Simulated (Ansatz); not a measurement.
**What a change does: single-point calculation on CH3GaN**

System: CH3GaN, charge −1.
Method of run A: RKS r2SCAN-D4/def2-TZVPD (Ansatz 0.2.0).

The geometry comes from this level: PBE-D4/def2-TZVPD. Text and figures count atoms from 1; the logs count them from 0 in places.

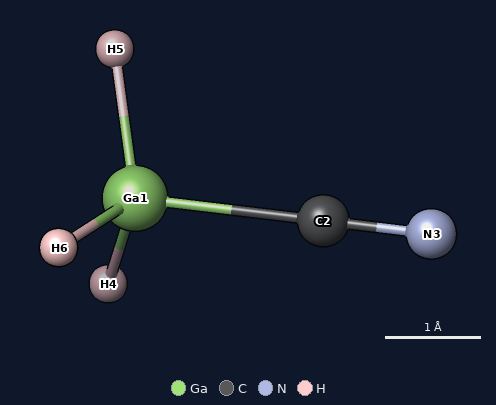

Fig. 1: The structure (ball-and-stick view, seen at a tilt; atoms are numbered from 1 in the order of the input). Sticks mark near contacts. Bond lengths as drawn: C–Ga 2.04 Å, C–N 1.17 Å and Ga–H 1.61 Å.

The input, run A:
```yaml
crystal:
  periodic: [false, false, false]
  atoms:
    - {symbol: Ga, position_ang: [-0.012354, -0.009875, -0.652085]}
    - {symbol: C, position_ang: [0.024322, 0.021097, 1.389446]}
    - {symbol: N, position_ang: [0.048523, 0.038837, 2.559961]}
    - {symbol: H, position_ang: [1.526530, -0.009900, -1.126077]}
    - {symbol: H, position_ang: [-0.799794, 1.319389, -1.105846]}
    - {symbol: H, position_ang: [-0.787228, -1.359538, -1.065400]}
basis:
  gaussian: {orbitals: def2-TZVPD, initial_orbitals: start.molden}
total_charge: -1
hamiltonian: {xc: r2scan, dispersion: d4}
scf: {omitted_lower_state_checks: [starts]}
output: {orbitals: {seedname: orbitals}}
```

Launched with:
```bash
ansatz run in.yaml --threads 4 --pin off --events-out ev --progress --plain --max-ram 3916MiB
```

Hardware: 4 threads of Arm Neoverse V1, 23 GiB of memory available, shared host.

Output (run A):
```
Functional definition: r2SCAN
  parameter k0 = 0.174
  parameter k1 = 0.065
  parameter a1 = 4.9479
  exchange = r2scan_x(k0 = k0, k1 = k1, a1 = a1)
  correlation = r2scan_c
these checks for a lower state are left out or cut short: starts
882 factors; their error is unknown
mean field evaluation 1: about -54954.1939 eV, gradient 6.0e0 eV
mean field evaluation 2: about -54954.2269 eV, gradient 5.1e-2 eV
mean field evaluation 4: about -54954.2063 eV, gradient 5.7e-5 eV
mean field -54954.20625031 eV, -2019.5298304001 hartree, gradient 1.9e-5 eV, S^2 0.000000; 0 other end points of the search recorded, 0 dependent functions left out
reference -54954.20626596 eV, -2019.5298309752 hartree; 24, 24 occupied and 131, 131 virtual orbitals, 882 factors
Total energy: -54954.23544554 eV, -2019.5309033049 hartree
Checks for a lower state left out: starts
```

For run B the input was changed thus:
```diff
+magnetization: {spin_polarized: true, initial_magnetization: 2}
```

How does run B compare with run A?

With the same method and basis, run B lies 132.9 kcal/mol higher. The HOMO goes from −2.23 to 2.00 eV. The LUMO goes from 4.19 to −3.70 eV.

Output (run B):
```
Functional definition: r2SCAN
  parameter k0 = 0.174
  parameter k1 = 0.065
  parameter a1 = 4.9479
  exchange = r2scan_x(k0 = k0, k1 = k1, a1 = a1)
  correlation = r2scan_c
these checks for a lower state are left out or cut short: starts
882 factors; their error is unknown
mean field evaluation 1: about -54948.4116 eV, gradient 4.3e0 eV
mean field evaluation 2: about -54948.4636 eV, gradient 1.4e-1 eV
mean field evaluation 4: about -54948.4434 eV, gradient 6.8e-2 eV
mean field evaluation 8: about -54948.4434 eV, gradient 2.6e-5 eV
mean field evaluation 16: about -54948.4434 eV, gradient 2.3e-6 eV
mean field -54948.44338208 eV, -2019.3180488989 hartree, gradient 4.7e-6 eV, S^2 2.012263; 0 other end points of the search recorded, 0 dependent functions left out
reference -54948.44341011 eV, -2019.3180499288 hartree; 25, 23 occupied and 130, 132 virtual orbitals, 882 factors
Total energy: -54948.47258969 eV, -2019.3191222585 hartree
Checks for a lower state left out: starts
```

The two runs side by side:

| quantity | run A | run B |
| --- | --- | --- |
| outcome | converged | converged |
| total energy (hartree) | −2019.530903 | −2019.319122 |
| HOMO (eV) | −2.23 | 2.00 |
| LUMO (eV) | 4.19 | −3.70 |
| basis functions | 155 | 155 |
| ⟨S²⟩ | – | 2.012 |
| wall time (shared host) | 1.8 s | 10 s |

For run B: The highest filled orbital lies above zero: either the extra electron isn't bound at this level, or the self-interaction error of the functional lifts the level.
